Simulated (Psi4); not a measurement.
Run report: AlHBr, single-point calculation

AlHBr, multiplicity 2, computed with HF/cc-pwCVQZ, UHF (Psi4 1.11).

The geometry comes from this level: PBE0-D4/def2-TZVP.

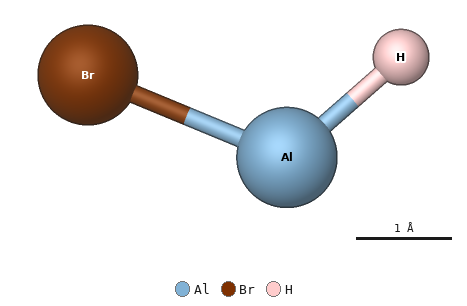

*The structure as given in the input (ball-and-stick view, seen on its broad side). Sticks mark near contacts.*

Bond lengths as drawn: Al–Br 2.28 Å and Al–H 1.60 Å.

**Summary**

| quantity | value |
| --- | --- |
| outcome | converged |
| total energy | −2815.014515 hartree |
| basis functions | 284 |
| ⟨S²⟩ | 0.757 |
| dipole moment | 1.79 D |
| hardware | 1 thread of Intel Xeon (Sapphire Rapids), 64 GiB of memory available, shared host |
| wall time | 11 s |
| peak memory | 0.89 GiB |

**Input file (calc.dat)**
```
memory 1600 mb

molecule {
  0 2
  Al    -0.296700    -0.628000    -0.239100
  Br     1.584500     0.008600     0.871100
  H     -1.298900     0.554600    -0.645300
  symmetry c1
}

set basis cc-pwCVQZ
set reference uhf
set puream true
set scf_type df
set maxiter 150

E, wfn = energy('scf', return_wfn=True)
```

Run as:
```bash
psi4 -i calc.dat -o calc.out -n 1
```

**Log**
```
Psi4 1.11 release

   => Loading Basis Set <=

    Name: CC-PWCVQZ
    Role: ORBITAL
    Keyword: BASIS

         ---------------------------------------------------------
                                   SCF
                              UHF Reference
                        1 Threads,   1525 MiB Core
         ---------------------------------------------------------

  ==> Geometry <==

    Molecular point group: c1
    Full point group: Cs

    Geometry (in Angstrom), charge = 0, multiplicity = 2:

       Center              X                  Y                   Z               Mass
    ------------   -----------------  -----------------  -----------------  -----------------
         AL          -1.601575801733    -0.483812590773    -0.000000000000    26.981538530000
         BR           0.581734145582     0.156401993531     0.000000000000    78.918337600000
         H           -2.675576022680     0.705502155375     0.000000000000     1.007825032230

  Running in c1 symmetry.

  Rotational constants: A =      8.55735  B =      0.15338  C =      0.15068 [cm^-1]
  Rotational constants: A = 256542.79389  B =   4598.17805  C =   4517.21319 [MHz]
  Nuclear repulsion =  115.724118745442127

  Charge       = 0
  Multiplicity = 2
  Electrons    = 49
  Nalpha       = 25
  Nbeta        = 24

  ==> Algorithm <==

  SCF Algorithm Type is DF.
  DIIS enabled.
  MOM disabled.
  Fractional occupation disabled.
  Guess Type is SAD.
  Energy threshold   = 1.00e-06
  Density threshold  = 1.00e-06
  Integral threshold = 1.00e-12

  ==> Primary Basis <==

  Basis Set: CC-PWCVQZ
    Blend: CC-PWCVQZ
    Number of shells: 74
    Number of basis functions: 284
    Number of Cartesian functions: 369
    Spherical Harmonics?: true
    Max angular momentum: 5

   => Loading Basis Set <=

    Name: (CC-PWCVQZ AUX)
    Role: JKFIT
    Keyword: DF_BASIS_SCF

  ==> Integral Setup <==

  DFHelper Memory: AOs need 0.256 GiB; user supplied 1.118 GiB.
  SCF_SUBTYPE=INCORE selected. In-core MEM_DF algorithm will be used.
  Using in-core AOs.

  ==> MemDFJK: Density-Fitted J/K Matrices <==

    J tasked:                   Yes
    K tasked:                   Yes
    wK tasked:                   No
    Memory [MiB]:              1144
    Algorithm:                 Core
    Schwarz Cutoff:           1E-12
    Mask sparsity (%):       6.5389
    Fitting Condition:        1E-10

   => Auxiliary Basis Set <=

  Basis Set: (CC-PWCVQZ AUX)
    Blend: CC-PVQZ-JKFIT
    Number of shells: 105
    Number of basis functions: 417
    Number of Cartesian functions: 547
    Spherical Harmonics?: true
    Max angular momentum: 5

  Minimum eigenvalue in the overlap matrix is 2.0586555841E-05.
  Reciprocal condition number of the overlap matrix is 3.4810750707E-06.
    Using symmetric orthogonalization.

  ==> Pre-Iterations <==

  SCF Guess: Superposition of Atomic Densities via on-the-fly atomic UHF (no occupation information).

   -------------------------
    Irrep   Nso     Nmo
   -------------------------
     A        284     284
   -------------------------
    Total     284     284
   -------------------------

  ==> Iterations <==

                           Total Energy        Delta E     RMS |[F,P]|

   @DF-UHF iter SAD: -2812.72980348512328   -2.81273e+03   0.00000e+00
   @DF-UHF iter   1: -2814.66938985149091   -1.93959e+00   7.39077e-03 ADIIS/DIIS
   @DF-UHF iter   2: -2814.85816533039315   -1.88775e-01   5.28923e-03 ADIIS/DIIS
   @DF-UHF iter   3: -2815.01342031556442   -1.55255e-01   1.26234e-04 ADIIS/DIIS
   @DF-UHF iter   4: -2815.01428776181319   -8.67446e-04   4.42840e-05 DIIS
   @DF-UHF iter   5: -2815.01446811140158   -1.80350e-04   1.64117e-05 DIIS
   @DF-UHF iter   6: -2815.01451098267262   -4.28713e-05   5.53115e-06 DIIS
   @DF-UHF iter   7: -2815.01451447155932   -3.48889e-06   1.94077e-06 DIIS
   @DF-UHF iter   8: -2815.01451517813575   -7.06576e-07   8.85792e-07 DIIS
  Energy and wave function converged.

  ==> Post-Iterations <==

   @Spin Contamination Metric:   6.895856742E-03
   @S^2 Expected:                7.500000000E-01
   @S^2 Observed:                7.568958567E-01
   @S   Expected:                5.000000000E-01
   @S   Observed:                5.000000000E-01

    Orbital Energies [Eh]
    ---------------------

    Alpha Occupied:

       1A   -490.008623     2A    -65.149443     3A    -58.529413
       4A    -58.504477     5A    -58.503826     6A    -58.503779
       7A     -9.822802     8A     -7.432136     9A     -7.429365
      10A     -7.429135    11A     -4.940573    12A     -3.255486
      13A     -3.251347    14A     -3.249864    15A     -3.173694
      16A     -3.172764    17A     -3.172166    18A     -3.169648
      19A     -3.169617    20A     -0.999262    21A     -0.568242
      22A     -0.471933    23A     -0.427958    24A     -0.426273
      25A     -0.321030

    Alpha Virtual:

      26A      0.013963    27A      0.074771    28A      0.103779
      29A      0.122101    30A      0.155872    31A      0.157643
      32A      0.178508    33A      0.180358    34A      0.203553
      35A      0.211390    36A      0.228336    37A      0.267767
      38A      0.277334    39A      0.295014    40A      0.357803
      41A      0.385188    42A      0.404866    43A      0.441392
      44A      0.455768    45A      0.488739    46A      0.507120
      47A      0.549327    48A      0.555315    49A      0.567043
      50A      0.575450    51A      0.591030    52A      0.616354
      53A      0.634059    54A      0.635752    55A      0.662609
      56A      0.680654    57A      0.695931    58A      0.714174
      59A      0.768661    60A      0.818638    61A      0.846687
      62A      0.872958    63A      0.919381    64A      0.957679
      65A      1.003612    66A      1.135668    67A      1.141658
      68A      1.183368    69A      1.193890    70A      1.197620
      71A      1.213619    72A      1.219495    73A      1.247480
      74A      1.259010    75A      1.287560    76A      1.322721
      77A      1.379379    78A      1.439583    79A      1.507461
      80A      1.523849    81A      1.531418    82A      1.538218
      83A      1.565254    84A      1.584176    85A      1.660421
      86A      1.663408    87A      1.687719    88A      1.702158
      89A      1.710834    90A      1.734553    91A      1.740316
      92A      1.787917    93A      1.817670    94A      1.834633
      95A      1.844172    96A      1.899056    97A      1.912542
      98A      1.930814    99A      2.001160   100A      2.098519
     101A      2.177931   102A      2.254340   103A      2.273713
     104A      2.312056   105A      2.492149   106A      2.536564
     107A      2.705162   108A      2.781418   109A      2.799151
     110A      2.876314   111A      2.951960   112A      3.008906
     113A      3.013524   114A      3.015211   115A      3.018531
     116A      3.022173   117A      3.033707   118A      3.049456
     119A      3.061023   120A      3.068325   121A      3.071690
     122A      3.109144   123A      3.212888   124A      3.227336
     125A      3.301500   126A      3.303775   127A      3.393706
     128A      3.445545   129A      3.527032   130A      3.559618
     131A      3.562268   132A      3.563176   133A      3.590651
     134A      3.680952   135A      3.715344   136A      3.766454
     137A      3.820541   138A      3.890226   139A      4.004507
     140A      4.074185   141A      4.145813   142A      4.152626
     143A      4.155292   144A      4.874684   145A      5.015034
     146A      5.612252   147A      5.656081   148A      5.667747
     149A      5.757349   150A      5.845635   151A      5.943785
     152A      5.984913   153A      6.133242   154A      6.144730
     155A      6.353734   156A      6.403762   157A      6.406983
     158A      6.486766   159A      6.629998   160A      7.154452
     161A      7.156679   162A      7.210747   163A      7.218616
     164A      7.321287   165A      7.332881   166A      7.429298
     167A      7.533725   168A      7.874813   169A      7.890940
     170A      7.892068   171A      7.932889   172A      7.953188
     173A      7.958550   174A      7.988933   175A      8.020271
     176A      8.070166   177A      8.106502   178A      8.235717
     179A      8.271956   180A      8.380602   181A      8.413387
     182A      8.919200   183A      8.965183   184A      9.135302
     185A      9.152416   186A      9.432713   187A      9.644813
     188A      9.649009   189A      9.653410   190A      9.760104
     191A      9.772611   192A      9.946289   193A     10.088425
     194A     10.088491   195A     10.093697   196A     10.095789
     197A     10.134116   198A     10.146195   199A     10.165616
     200A     10.289553   201A     10.335895   202A     10.521309
     203A     11.294033   204A     11.624878   205A     11.659310
     206A     11.679991   207A     11.811565   208A     11.816717
     209A     11.876254   210A     12.156019   211A     12.488340
     212A     13.700025   213A     13.700443   214A     13.701137
     215A     13.701250   216A     13.704248   217A     13.704342
     218A     13.704461   219A     13.707980   220A     13.708165
     221A     13.708176   222A     13.729174   223A     17.582390
     224A     17.584639   225A     17.625092   226A     17.632445
     227A     17.712246   228A     17.724178   229A     17.793563
     230A     24.237361   231A     24.816909   232A     24.824332
     233A     24.882792   234A     24.893064   235A     24.957596
     236A     24.960033   237A     24.990918   238A     25.000055
     239A     25.040865   240A     25.077889   241A     25.102168
     242A     25.134654   243A     25.529711   244A     25.876312
     245A     26.254308   246A     34.774951   247A     34.785640
     248A     34.809099   249A     34.890791   250A     35.041672
     251A     35.497023   252A     35.720415   253A     35.730221
     254A     36.126756   255A     37.012069   256A     37.012074
     257A     37.012709   258A     37.013144   259A     37.026050
     260A     37.028493   261A     37.062888   262A     37.067838
     263A     37.111228   264A     45.055897   265A     45.057383
     266A     45.085673   267A     45.090431   268A     45.147236
     269A     45.154804   270A     45.200534   271A     66.761276
     272A     66.765758   273A     66.827997   274A     66.836873
     275A     66.979628   276A     74.838354   277A     77.905953
     278A     78.157246   279A     78.454874   280A    118.874913
     281A    118.883712   282A    119.199053   283A    200.126026
     284A   1234.712266

    Beta Occupied:

       1A   -490.008223     2A    -65.149188     3A    -58.524185
       4A    -58.503751     5A    -58.503745     6A    -58.503323
       7A     -9.822024     8A     -7.430321     9A     -7.429288
      10A     -7.428267    11A     -4.931387    12A     -3.247816
      13A     -3.246845    14A     -3.240458    15A     -3.173017
      16A     -3.172249    17A     -3.171412    18A     -3.169444
      19A     -3.169379    20A     -0.992361    21A     -0.533358
      22A     -0.445962    23A     -0.425764    24A     -0.417548

    Beta Virtual:

      25A      0.015705    26A      0.037100    27A      0.084231
      28A      0.107883    29A      0.149223    30A      0.167897
      31A      0.184928    32A      0.190264    33A      0.195434
      34A      0.212281    35A      0.235111    36A      0.236294
      37A      0.273681    38A      0.279303    39A      0.302797
      40A      0.364570    41A      0.400983    42A      0.408342
      43A      0.448678    44A      0.465875    45A      0.493487
      46A      0.524103    47A      0.558964    48A      0.573397
      49A      0.584358    50A      0.599327    51A      0.609412
      52A      0.628591    53A      0.646110    54A      0.647838
      55A      0.674832    56A      0.695705    57A      0.720506
      58A      0.724580    59A      0.781429    60A      0.826067
      61A      0.857578    62A      0.880243    63A      0.939990
      64A      0.965791    65A      1.013348    66A      1.137307
      67A      1.144646    68A      1.188733    69A      1.195773
      70A      1.201915    71A      1.215203    72A      1.223691
      73A      1.252032    74A      1.261771    75A      1.295990
      76A      1.325071    77A      1.383788    78A      1.444359
      79A      1.517826    80A      1.535832    81A      1.536994
      82A      1.545035    83A      1.567850    84A      1.591358
      85A      1.670903    86A      1.673708    87A      1.705961
      88A      1.710616    89A      1.736385    90A      1.743821
      91A      1.754357    92A      1.794293    93A      1.835088
      94A      1.846158    95A      1.853310    96A      1.908438
      97A      1.918347    98A      1.940886    99A      2.012457
     100A      2.108311   101A      2.186354   102A      2.261276
     103A      2.278535   104A      2.319564   105A      2.498919
     106A      2.544085   107A      2.715046   108A      2.788874
     109A      2.810294   110A      2.886141   111A      2.959823
     112A      3.010840   113A      3.014198   114A      3.015046
     115A      3.019670   116A      3.033120   117A      3.036206
     118A      3.052010   119A      3.063359   120A      3.070043
     121A      3.072682   122A      3.120775   123A      3.218577
     124A      3.230961   125A      3.304977   126A      3.305656
     127A      3.398599   128A      3.449604   129A      3.529693
     130A      3.560503   131A      3.563150   132A      3.564917
     133A      3.592775   134A      3.681839   135A      3.717135
     136A      3.770436   137A      3.822666   138A      3.893813
     139A      4.008504   140A      4.078767   141A      4.147532
     142A      4.154594   143A      4.159564   144A      4.878174
     145A      5.016820   146A      5.614721   147A      5.659901
     148A      5.671695   149A      5.759245   150A      5.847523
     151A      5.946162   152A      5.987224   153A      6.137919
     154A      6.149275   155A      6.357962   156A      6.407375
     157A      6.411200   158A      6.490841   159A      6.633391
     160A      7.154670   161A      7.156919   162A      7.211214
     163A      7.219113   164A      7.321774   165A      7.333623
     166A      7.430225   167A      7.534564   168A      7.885618
     169A      7.892607   170A      7.894144   171A      7.936149
     172A      7.957366   173A      7.959883   174A      7.990750
     175A      8.021367   176A      8.073435   177A      8.109979
     178A      8.242010   179A      8.278782   180A      8.387647
     181A      8.420209   182A      8.925080   183A      8.971327
     184A      9.142483   185A      9.155253   186A      9.442606
     187A      9.645116   188A      9.651810   189A      9.653850
     190A      9.760621   191A      9.773433   192A      9.948247
     193A     10.088598   194A     10.088650   195A     10.094018
     196A     10.096141   197A     10.136171   198A     10.146678
     199A     10.166655   200A     10.290070   201A     10.336887
     202A     10.522761   203A     11.297267   204A     11.629333
     205A     11.664608   206A     11.682371   207A     11.811895
     208A     11.817795   209A     11.878541   210A     12.159560
     211A     12.490132   212A     13.700531   213A     13.700971
     214A     13.701385   215A     13.701474   216A     13.704587
     217A     13.704622   218A     13.704811   219A     13.708261
     220A     13.708276   221A     13.708546   222A     13.729671
     223A     17.582563   224A     17.584824   225A     17.625508
     226A     17.632860   227A     17.712685   228A     17.724794
     229A     17.794143   230A     24.237769   231A     24.817067
     232A     24.824495   233A     24.883112   234A     24.893648
     235A     24.959257   236A     24.961680   237A     24.991650
     238A     25.000483   239A     25.041393   240A     25.079114
     241A     25.103491   242A     25.135395   243A     25.531288
     244A     25.881259   245A     26.255710   246A     34.778339
     247A     34.789665   248A     34.810425   249A     34.892417
     250A     35.045118   251A     35.500275   252A     35.720492
     253A     35.730684   254A     36.127720   255A     37.012132
     256A     37.012137   257A     37.012791   258A     37.013232
     259A     37.026224   260A     37.028669   261A     37.063051
     262A     37.068079   263A     37.111460   264A     45.055987
     265A     45.057480   266A     45.085909   267A     45.090667
     268A     45.147483   269A     45.155156   270A     45.200857
     271A     66.761437   272A     66.765928   273A     66.828285
     274A     66.837284   275A     66.980031   276A     74.838681
     277A     77.907455   278A     78.160916   279A     78.456306
     280A    118.874974   281A    118.884060   282A    119.199653
     283A    200.128993   284A   1234.712450

    Final Occupation by Irrep:
              A
    DOCC [    24 ]
    SOCC [     1 ]
    NA   [    25 ]
    NB   [    24 ]

  @DF-UHF Final Energy: -2815.01451517813575

   => Energetics <=

    Nuclear Repulsion Energy =            115.7241187454421265
    One-Electron Energy =               -4151.7550409338928148
    Two-Electron Energy =                1221.0164070103151062
    Total Energy =                      -2815.0145151781357526

  UHF NO Occupations:
  HONO-2 :   23  A 1.9995180
  HONO-1 :   24  A 1.9972192
  HONO-0 :   25  A 1.0000000
  LUNO+0 :   26  A 0.0027808
  LUNO+1 :   27  A 0.0004820
  LUNO+2 :   28  A 0.0001374
  LUNO+3 :   29  A 0.0000275

Computation Completed

Properties will be evaluated at   0.000000,   0.000000,   0.000000 [a0]

Properties computed using the SCF density matrix

 Multipole Moments:

 ------------------------------------------------------------------------------------
     Multipole            Electronic (a.u.)      Nuclear  (a.u.)        Total (a.u.)
 ------------------------------------------------------------------------------------

 L = 1.  Multiply by 2.5417464519 to convert [e a0] to [Debye]
 Dipole X            :          5.3177126           -5.9249837           -0.6072711
 Dipole Y            :         -0.1497998           -0.2078543           -0.3576541
 Dipole Z            :          0.0000000           -0.0000000            0.0000000
 Magnitude           :                                                    0.7047657

 ------------------------------------------------------------------------------------

	total time  =         10 seconds =       0.17 minutes

    Psi4 run time: 0:00:09.88
```
